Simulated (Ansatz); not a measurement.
# C2H5BrF2Sn: rotation by 120° about the Sn4–C5 bond, part 2 of 2

Aim: the minimum-energy path and barrier of the rotation by 120° about the Sn4–C5 bond. The ends are relaxed first, then joined by a nudged elastic band. SMILES of the start: F[CH](F)[SnH2][CH2]Br.

Ansatz 0.2.0; RKS PBE-D4/def2-SVP. The steps go on from the part before.

### Step 5. The band, image by image

Images 0 and 8 are the ends. Energies count from image 0; the path length is the program's own measure over all atoms.

| image | path (Å) | energy (eV) | dihedral C2–Sn4–C5–Br6 (°) | band force (eV/Å) |
| --- | --- | --- | --- | --- |
| 0 | 0.000 | 0.0000 | -71 | - |
| 1 | 0.642 | 0.0080 | -54 | 0.015 |
| 2 | 1.284 | 0.0255 | -36 | 0.018 |
| 3 | 1.926 | 0.0425 | -18 | 0.011 |
| 4* | 2.568 | 0.0494 | 0 | 0.006 |
| 5 | 3.209 | 0.0420 | 19 | 0.016 |
| 6 | 3.851 | 0.0248 | 37 | 0.014 |
| 7 | 4.493 | 0.0075 | 55 | 0.014 |
| 8 | 5.134 | 0.0000 | 72 | - |

The star marks the climbing image.

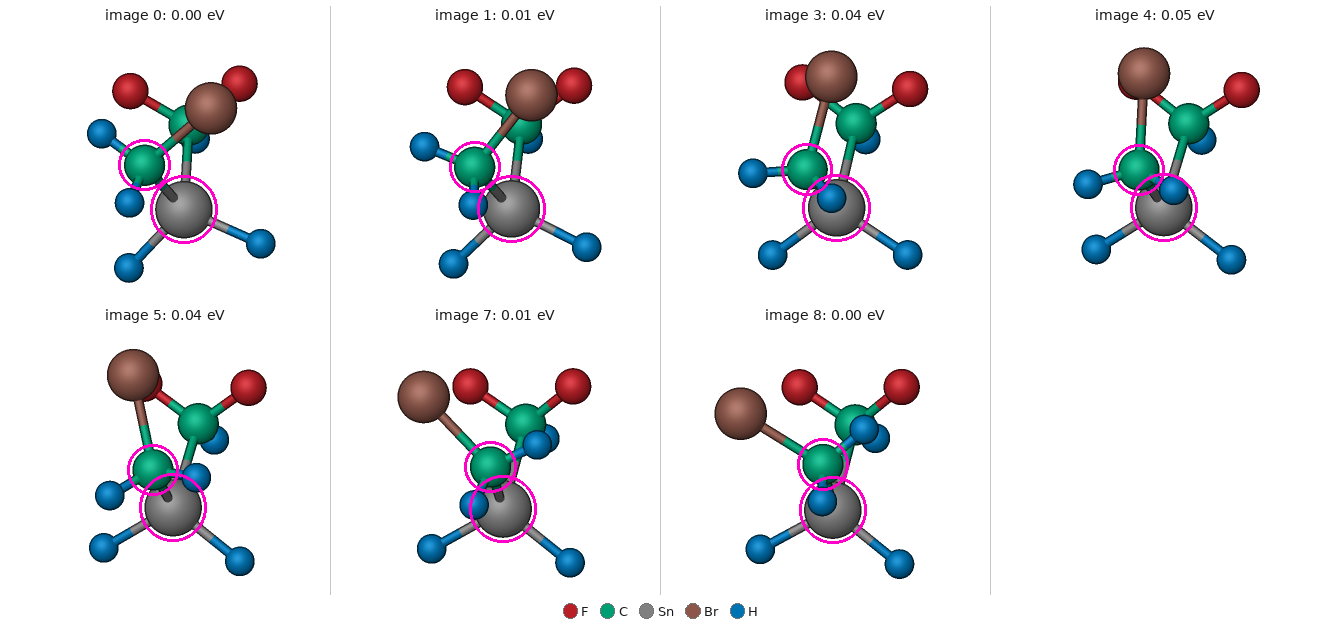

Snapshots along the band, viewed from a free direction. Ringed: Sn4, C5. Sticks join atoms closer than a bonding distance in each image.

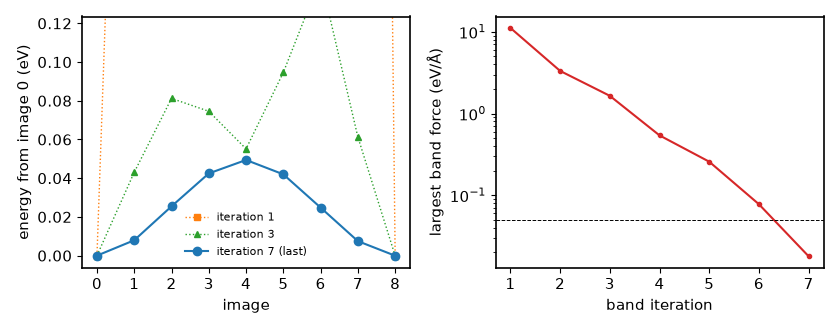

Left: energy of each image for early iterations and the last one (lines only join the points; early values far above the last band run off the scale). Right: the largest band force by iteration, with the threshold dashed.

How the highest energy settled:

| iteration | highest image above image 0 (eV) | largest band force (eV/Å) |
| --- | --- | --- |
| 1 | 3.7113 | 11.161 |
| 2 | 0.4327 | 3.324 |
| 3 | 0.1435 | 1.649 |
| 4 | 0.0499 | 0.541 |
| 5 | 0.0495 | 0.258 |
| 6 | 0.0494 | 0.078 |
| 7 | 0.0494 | 0.018 |

The band as a trajectory file:

```xyz
11
image=0 dE=0.0000
F    -1.323    1.975    0.294
C    -1.625    0.702   -0.099
F    -1.976   -0.027    1.013
Sn    0.167   -0.280   -0.971
C     1.420   -0.673    0.771
Br    2.164    0.996    1.472
H    -2.513    0.746   -0.773
H    -0.313   -1.775   -1.710
H     0.993    0.745   -2.085
H     0.805   -1.120    1.574
H     2.266   -1.344    0.535
11
image=1 dE=0.0080
F    -1.276    2.035    0.229
C    -1.618    0.756   -0.108
F    -2.012    0.094    1.029
Sn    0.140   -0.316   -0.941
C     1.467   -0.694    0.749
Br    1.876    0.964    1.708
H    -2.493    0.801   -0.798
H    -0.385   -1.831   -1.606
H     0.952    0.642   -2.126
H     0.988   -1.381    1.470
H     2.427   -1.127    0.415
11
image=2 dE=0.0255
F    -1.225    2.078    0.177
C    -1.612    0.801   -0.119
F    -2.050    0.197    1.030
Sn    0.115   -0.350   -0.913
C     1.514   -0.694    0.730
Br    1.604    0.832    1.952
H    -2.471    0.856   -0.829
H    -0.449   -1.883   -1.497
H     0.896    0.540   -2.173
H     1.208   -1.575    1.323
H     2.535   -0.859    0.338
11
image=3 dE=0.0425
F    -1.153    2.105    0.151
C    -1.597    0.844   -0.134
F    -2.087    0.279    1.013
Sn    0.091   -0.390   -0.891
C     1.553   -0.675    0.714
Br    1.350    0.620    2.165
H    -2.437    0.929   -0.863
H    -0.517   -1.939   -1.378
H     0.840    0.416   -2.226
H     1.445   -1.683    1.154
H     2.578   -0.562    0.316
11
image=4 dE=0.0494
F    -1.063    2.120    0.151
C    -1.574    0.889   -0.154
F    -2.137    0.353    0.972
Sn    0.062   -0.438   -0.867
C     1.580   -0.646    0.699
Br    1.149    0.350    2.326
H    -2.382    1.028   -0.911
H    -0.596   -1.997   -1.237
H     0.786    0.263   -2.276
H     1.685   -1.709    0.984
H     2.554   -0.270    0.333
11
image=5 dE=0.0420
F    -1.045    2.081    0.232
C    -1.576    0.879   -0.149
F    -2.192    0.308    0.930
Sn    0.055   -0.450   -0.865
C     1.610   -0.575    0.672
Br    0.976   -0.031    2.440
H    -2.353    1.075   -0.926
H    -0.584   -2.028   -1.175
H     0.744    0.223   -2.307
H     1.970   -1.617    0.760
H     2.461    0.080    0.410
11
image=6 dE=0.0248
F    -1.033    2.033    0.297
C    -1.579    0.855   -0.140
F    -2.221    0.253    0.906
Sn    0.058   -0.456   -0.875
C     1.619   -0.494    0.653
Br    0.874   -0.480    2.462
H    -2.341    1.096   -0.919
H    -0.534   -2.057   -1.144
H     0.714    0.214   -2.335
H     2.230   -1.411    0.558
H     2.277    0.389    0.558
11
image=7 dE=0.0075
F    -1.019    1.994    0.325
C    -1.580    0.828   -0.134
F    -2.223    0.215    0.904
Sn    0.063   -0.463   -0.888
C     1.611   -0.415    0.649
Br    0.888   -0.939    2.392
H    -2.342    1.094   -0.905
H    -0.477   -2.085   -1.130
H     0.691    0.218   -2.355
H     2.435   -1.112    0.410
H     2.018    0.608    0.754
11
image=8 dE=0.0000
F    -0.983    1.959    0.341
C    -1.570    0.811   -0.136
F    -2.216    0.193    0.896
Sn    0.068   -0.479   -0.903
C     1.582   -0.346    0.661
Br    1.015   -1.334    2.253
H    -2.331    1.107   -0.896
H    -0.436   -2.115   -1.111
H     0.674    0.196   -2.382
H     2.555   -0.759    0.339
H     1.708    0.711    0.960
```

### Step 6. Frequencies at the highest image

The geometry is the highest inner image of the first converged band.

Contents of input.yaml:

```yaml
crystal:
  periodic: [false, false, false]
  atoms:
    - { symbol: F, position_ang: [-1.062506, 2.120026, 0.150581] }
    - { symbol: C, position_ang: [-1.573705, 0.888722, -0.154209] }
    - { symbol: F, position_ang: [-2.136545, 0.353291, 0.971535] }
    - { symbol: Sn, position_ang: [0.061813, -0.437521, -0.866762] }
    - { symbol: C, position_ang: [1.580369, -0.645997, 0.699496] }
    - { symbol: Br, position_ang: [1.148973, 0.350165, 2.326124] }
    - { symbol: H, position_ang: [-2.382364, 1.027885, -0.911278] }
    - { symbol: H, position_ang: [-0.595529, -1.997137, -1.236648] }
    - { symbol: H, position_ang: [0.786245, 0.262922, -2.276043] }
    - { symbol: H, position_ang: [1.685035, -1.708761, 0.984316] }
    - { symbol: H, position_ang: [2.553513, -0.270496, 0.333488] }
basis:
  gaussian: { orbitals: def2-SVP }
hamiltonian:
  xc: pbe
  dispersion: d4
phonons: {}
```

Run with:

```bash
$ ansatz run input.yaml --threads 2 --pin off --max-ram 3072MiB --backend cpu --events-out ev --progress --plain --runs-dir out
```

What it wrote, shortened:

```text
Warning: RAYON_NUM_THREADS=2 ignored (pool sized by the plan → 2); use --threads N
[...]
Functional definition: PBE
[...]
1538 factors; their error is unknown
[...]
mean field -83432.74832380 eV, -3066.0969481517 hartree, gradient 1.7e-5 eV, S^2 0.000000; 0 other end points of the search recorded, 0 dependent functions left out
[...]
reference -83432.74836490 eV, -3066.0969496622 hartree; 46, 46 occupied and 93, 93 virtual orbitals, 1538 factors
[...]
1538 factors; their error is unknown
mean field -83432.74827532 eV, -3066.0969463701 hartree, gradient 2.3e-6 eV, S^2 0.000000; 0 other end points of the search recorded, 0 dependent functions left out
[...]
reference -83432.74831643 eV, -3066.0969478807 hartree; 46, 46 occupied and 93, 93 virtual orbitals, 1538 factors
[...]
1538 factors; their error is unknown
mean field -83432.74831929 eV, -3066.0969479859 hartree, gradient 2.4e-6 eV, S^2 0.000000; 0 other end points of the search recorded, 0 dependent functions left out
[...]
WARN: phonons: modes at or below zero, which the zero-point energy, F, S and C_V leave out: 1, the lowest at -44.94 cm⁻¹. A minimum has none, and a first-order saddle one
[...]
Atom 2 at    -2.136545     0.353291     0.971535 Å, force    -0.000797     0.000153     0.001201 eV/Å
Atom 3 at     0.061813    -0.437521    -0.866762 Å, force    -0.001922    -0.001259    -0.001721 eV/Å
Atom 4 at     1.580369    -0.645997     0.699496 Å, force     0.001981     0.005281    -0.002672 eV/Å
Atom 5 at     1.148973     0.350165     2.326124 Å, force    -0.000466     0.002143     0.002249 eV/Å
Atom 6 at    -2.382364     1.027885    -0.911278 Å, force     0.005792     0.001143     0.002114 eV/Å
Atom 7 at    -0.595529    -1.997137    -1.236648 Å, force     0.000218    -0.000243    -0.000033 eV/Å
Atom 8 at     0.786245     0.262922    -2.276043 Å, force     0.000020    -0.000156     0.000541 eV/Å
Atom 9 at     1.685035    -1.708761     0.984316 Å, force     0.001124    -0.004572    -0.000231 eV/Å
Atom 10 at     2.553513    -0.270496     0.333488 Å, force    -0.001089    -0.001379     0.000905 eV/Å
Dipole moment:     0.084539    -0.263934    -0.464500 e Å
Vibrations: -44.94 47.49 61.25 118.69 163.08 235.35 341.12 459.36 473.12 512.06 536.61 602.62 629.01 675.17 675.79 1026.60 1063.36 1063.97 1087.36 1238.46 1319.27 1348.41 1831.32 1852.87 2941.62 3032.72 3116.49 cm⁻¹, zero-point energy 1.639888 eV
```

Run time: 82 s. Hardware: 2 threads of Intel Xeon 6975P-C (Granite Rapids), shared host; peak memory 0.21 GiB.

Of 27 modes, 1 is imaginary by more than 30 cm⁻¹ (45i cm⁻¹).

### Step 7. What came out

This closing draws on all 2 parts.

| quantity | value |
| --- | --- |
| end A | 11 moves, 0.168 eV lower |
| end B | 10 moves, 0.179 eV lower |
| barrier forwards | 0.049 eV |
| barrier backwards | 0.049 eV |
| second end relative to first | 0.000 eV |
| highest image | 4 of 0 to 8, climbing |
| band iterations | 7 |
| imaginary modes at the top | 45i cm⁻¹ |

The barrier from the first end is 0.049 eV, 1.9 times kT at 300 K. The two ends lie within 1 meV of each other. The listed dihedral goes from -71° at end A through 0° at the highest image to 72° at end B; the relaxed ends differ by 143° in it rather than the 120° set up, and other torsions can move along the band as well. One imaginary mode, as a first-order saddle point has. These are electronic energies, with no zero-point or thermal terms.
